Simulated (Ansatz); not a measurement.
# CH₇AlSi: what the fields show

```tsv
atom	x (Å)	y (Å)	z (Å)
C	-0.1418	-1.3461	-1.1418
Al	-2.0625	-1.6769	-1.0029
Si	0.3382	0.4691	-1.2154
H	-2.9365	-1.8346	-2.3224
H	-2.7494	-1.7650	0.4290
H	0.2584	-1.8265	-2.0541
H	0.3801	-1.7858	-0.2714
H	-0.1335	1.1860	0.0117
H	-0.3003	1.1323	-2.3964
H	1.8173	0.6673	-1.3224
```

Geometry: r2SCAN-D4/def2-SVP.

All numbers below come from Ansatz, isolated molecule in a Gaussian basis; Kohn-Sham density functional theory, functional PBE0.

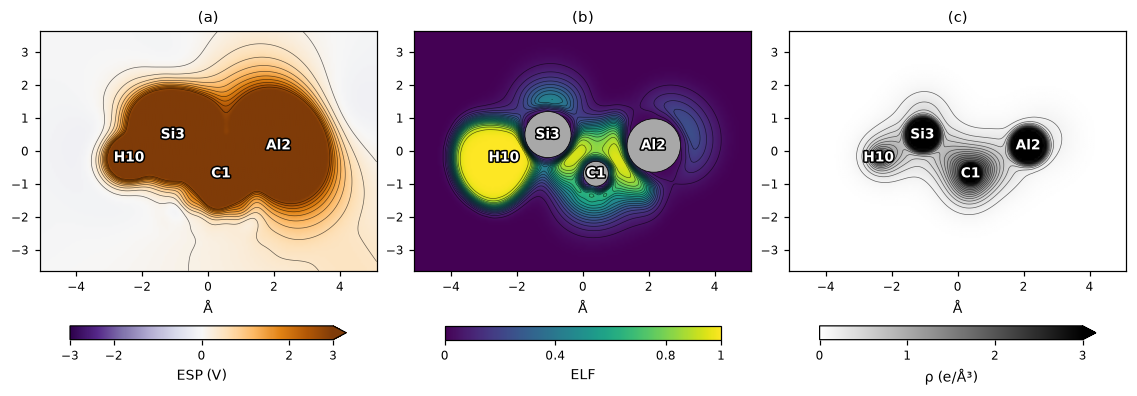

Figure 1. (a) molecular electrostatic potential; (b) electron localisation function; (c) electron density on the plane of atoms Al2, C1 and Si3. Grey discs cover the atomic cores in the ELF map.

Q: What does the map show?

A:
- Atoms in the plane: C, Al, Si and H.
- C–Si (1.88 Å): the density is about 0.91 e/Å³ at the midpoint; the ELF peaks at about 0.95 between the atoms (a covalent bond).
- C–Al (1.95 Å): ρ at the midpoint is about 0.7 e/Å³; the ELF peaks at about 0.95 in the valence shell of C, 0.7 Å from its nucleus, and is about 0.85 at the midpoint.
- Si–H (1.50 Å): the density is about 0.78 e/Å³ at the midpoint; the ELF climbs to about 1 towards the hydrogen, as it does in any bond to H.
- The potential has no marked negative region in this plane.

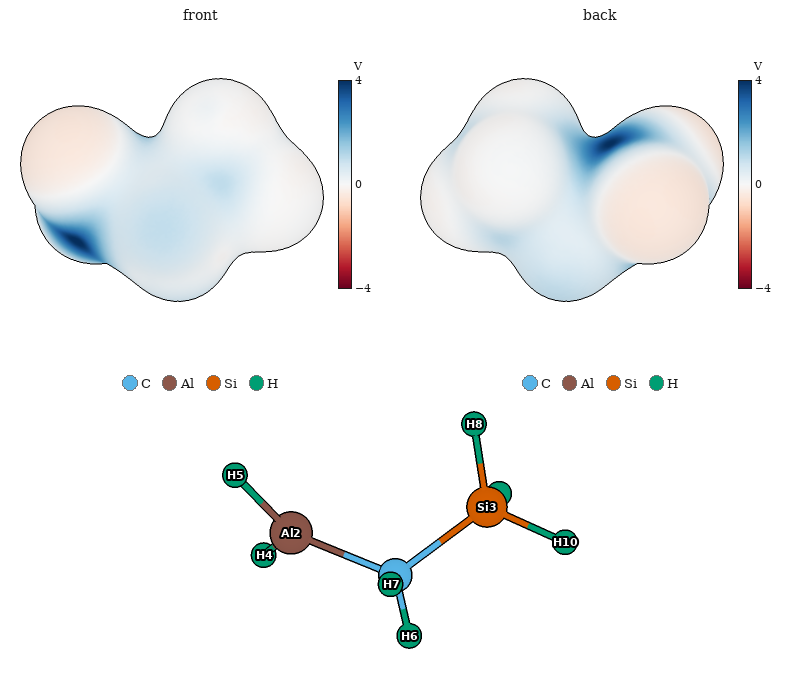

Figure 2. The molecular electrostatic potential painted on the density surface at 0.002 e/bohr³, seen from the front and from behind; the colour scale runs from red (negative) to blue (positive). The bare structure is drawn below in the same view.

Q: Which sites attract a positive test charge, and which a negative one?

A: A positive charge is drawn to the negative regions and a negative charge to the positive ones. The most negative region (about −0.5 V) lies over H4 and H5, the most positive (about +3.8 V) over Al2.

Q: How polar is the molecule by this calculation?

A: Its dipole moment is 1.03 D.

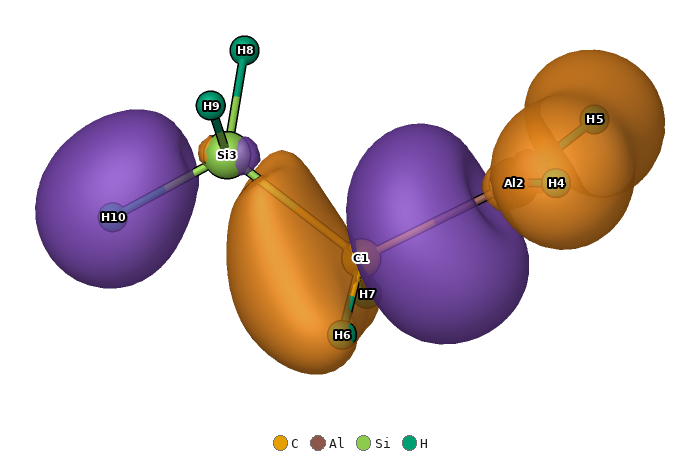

Figure 3. One frontier orbital at ±0.1 Å⁻³ᐟ² (orange and purple are the two phases), seen at an oblique angle.

Q: Which orbital is it: HOMO or LUMO?

A: The HOMO, at −8.09 eV. By Hirshfeld shares it lies mainly on C1 (about 40 %), Al2 (about 20 %), Si3 (about 10 %), H10 (about 10 %), H5 (about 5 %) and H4 (about 5 %).
